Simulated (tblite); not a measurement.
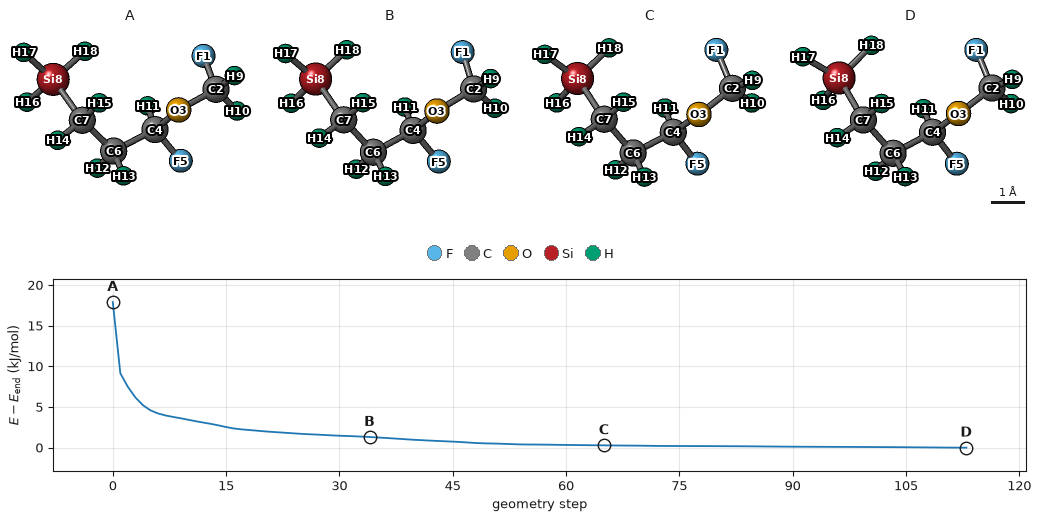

Frames of a relaxation of C4H10F2OSi, marked on the history of the run. The picture is a ball-and-stick view, seen face on.

These are results of GFN2-xTB geometry optimisation, gas phase (tblite), not measurements. 

> What happens along the run?

H16 moves most after the best rigid fit: 0.55 Å. By element the largest moves are H 0.55 Å, F 0.36 Å, Si 0.20 Å, C 0.14 Å, O 0.14 Å. Among the contacts that change: O3–C4 1.437 → 1.390 Å, C4–F5 1.347 → 1.387 Å, C7–Si8 1.869 → 1.907 Å, C2–O3 1.403 → 1.375 Å. Bond angles that change, for instance: C2–O3–C4 109.8° → 115.5°, F5–C4–H11 109.2° → 105.3°, F1–C2–H10 109.9° → 106.4°. After 113 geometry steps the energy has fallen by 17.9 kJ/mol. The run took 1.3 s on 1 thread of Arm Neoverse N1, on a shared host. From step 0 to 34: H9 moves most (0.17 Å), energy −16.6 kJ/mol. From step 34 to 65: F1 moves most (0.27 Å), energy −1.02 kJ/mol. From step 65 to 113: H16 moves most (0.23 Å), energy −0.29 kJ/mol.

```json
{"step": "0", "E − E(0), kJ/mol": "0.00"}
{"step": "1", "E − E(0), kJ/mol": "-8.76"}
{"step": "2", "E − E(0), kJ/mol": "-10.43"}
{"step": "3", "E − E(0), kJ/mol": "-11.74"}
{"step": "4", "E − E(0), kJ/mol": "-12.69"}
{"step": "5", "E − E(0), kJ/mol": "-13.32"}
{"step": "6", "E − E(0), kJ/mol": "-13.70"}
{"step": "7", "E − E(0), kJ/mol": "-13.95"}
{"step": "8", "E − E(0), kJ/mol": "-14.13"}
{"step": "9", "E − E(0), kJ/mol": "-14.29"}
{"step": "10", "E − E(0), kJ/mol": "-14.47"}
{"step": "15", "E − E(0), kJ/mol": "-15.37"}
{"step": "21", "E − E(0), kJ/mol": "-15.96"}
{"step": "26", "E − E(0), kJ/mol": "-16.26"}
{"step": "32", "E − E(0), kJ/mol": "-16.51"}
{"step": "37", "E − E(0), kJ/mol": "-16.76"}
{"step": "43", "E − E(0), kJ/mol": "-17.08"}
{"step": "48", "E − E(0), kJ/mol": "-17.33"}
{"step": "53", "E − E(0), kJ/mol": "-17.48"}
{"step": "59", "E − E(0), kJ/mol": "-17.56"}
{"step": "64", "E − E(0), kJ/mol": "-17.62"}
{"step": "70", "E − E(0), kJ/mol": "-17.67"}
{"step": "75", "E − E(0), kJ/mol": "-17.70"}
{"step": "80", "E − E(0), kJ/mol": "-17.72"}
{"step": "86", "E − E(0), kJ/mol": "-17.76"}
{"step": "91", "E − E(0), kJ/mol": "-17.79"}
{"step": "97", "E − E(0), kJ/mol": "-17.82"}
{"step": "102", "E − E(0), kJ/mol": "-17.84"}
{"step": "108", "E − E(0), kJ/mol": "-17.88"}
{"step": "113", "E − E(0), kJ/mol": "-17.91"}
```
